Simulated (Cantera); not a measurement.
Input: 1 mol B, 22 mol H2, 1.6 mol N2, held at 0.0100 bar.

Equilibrium computed with Cantera from the NASA thermochemical tables; the gas is ideal and each condensed phase is pure. Candidate condensed phases: B, BN; 15 gas species. N2 is the only nitrogen source here; it is nearly inert below about 1500 K, so the nitride shown seldom forms there in practice. Mutual solubility and eutectic melting of coexisting phases are not modelled. The tables' values for BH2 are old estimates; treat these amounts as uncertain. The numbers say what is thermodynamically allowed, not how fast it happens.

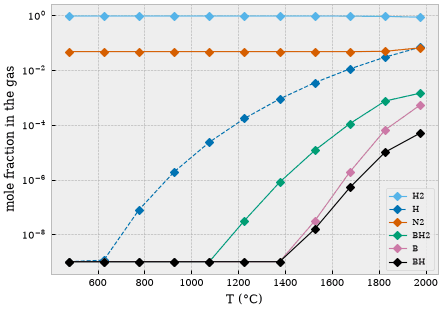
Figure: Equilibrium gas composition (values under 1e-9 drawn at 1e-9)

From 477 °C to 1677 °C the condensed part is BN(s). At 1827 °C the condensed part is B(s) + BN(s). At 1977 °C the condensed part is B(s).
